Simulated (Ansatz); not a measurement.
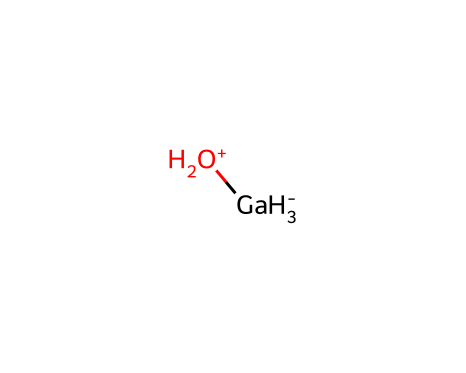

Skeletal drawing of a molecule.

> Give its SMILES.

[OH2+][GaH3-]

> Give the formula, hydrogens included.

GaH5O.

More results for the same structure follow; atom numbers are the same in all pictures, views and colours differ. Computed geometry: PBE0-D4/def2-TZVP optimisation.

**Geometry**

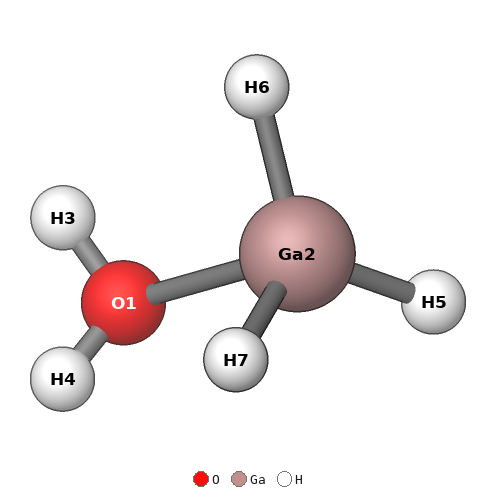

The atoms are numbered.

Estimate the angles Ga2–O1–H3, Ga2–O1–H4, H3–O1–H4, O1–Ga2–H5, O1–Ga2–H6, O1–Ga2–H7, H5–Ga2–H6, H5–Ga2–H7, H6–Ga2–H7.

```json
{"angle": "Ga2–O1–H3", "degrees": "108.3"}
{"angle": "Ga2–O1–H4", "degrees": "109.4"}
{"angle": "H3–O1–H4", "degrees": "106.7"}
{"angle": "O1–Ga2–H5", "degrees": "99.8"}
{"angle": "O1–Ga2–H6", "degrees": "93.8"}
{"angle": "O1–Ga2–H7", "degrees": "94.4"}
{"angle": "H5–Ga2–H6", "degrees": "119.5"}
{"angle": "H5–Ga2–H7", "degrees": "119.2"}
{"angle": "H6–Ga2–H7", "degrees": "118.0"}
```

**Electronic properties**

Method: RKS PBE0-D4/def2-SVP (Ansatz 0.2.0).

> What is the LUMO energy (Kohn–Sham orbital)?

−0.27 eV.

> Estimate the dispersion correction.

−6.7 kJ/mol.

> What is the HOMO energy (Kohn–Sham orbital)?

−7.68 eV.

**Dipole moment**

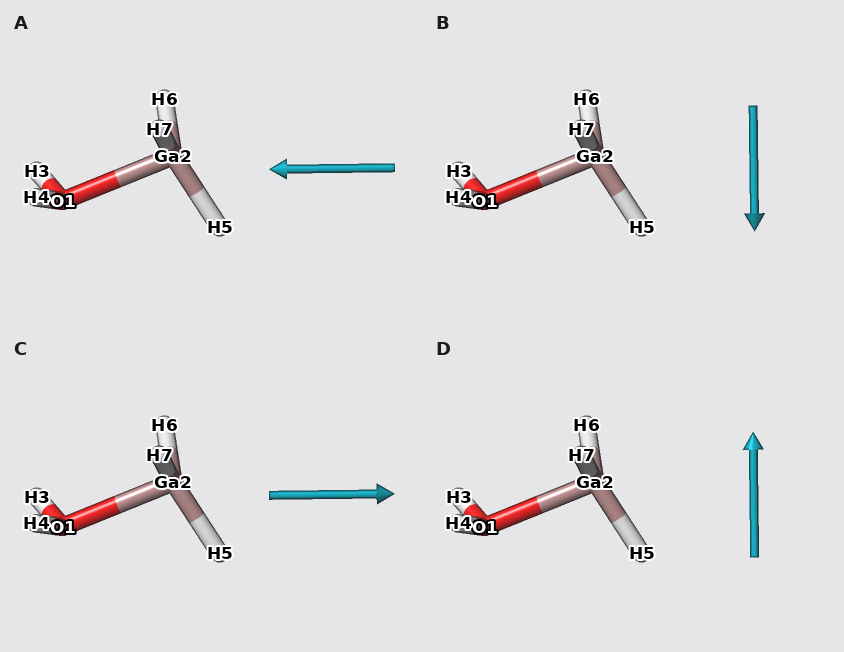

The same molecule four times, each with an arrow. Method: RKS PBE0-D4/def2-TZVP (Ansatz 0.2.0).

> Which arrow points along the dipole moment, from the negative to the positive end?

A. The dipole moment is 3.84 D; it points from the side of H5 to the side of H3, H4 (the outermost atoms at the two ends).

**Vibrations**

Harmonic vibrations computed with RKS PBE0-D4/def2-TZVP (Ansatz 0.2.0) at a stationary point of the same level.

> List the wavenumbers.

15 modes: 61, 262, 341, 372, 507, 635, 753, 754, 757, 1622, 1914, 1924, 1964, 3824, 3924 cm⁻¹.
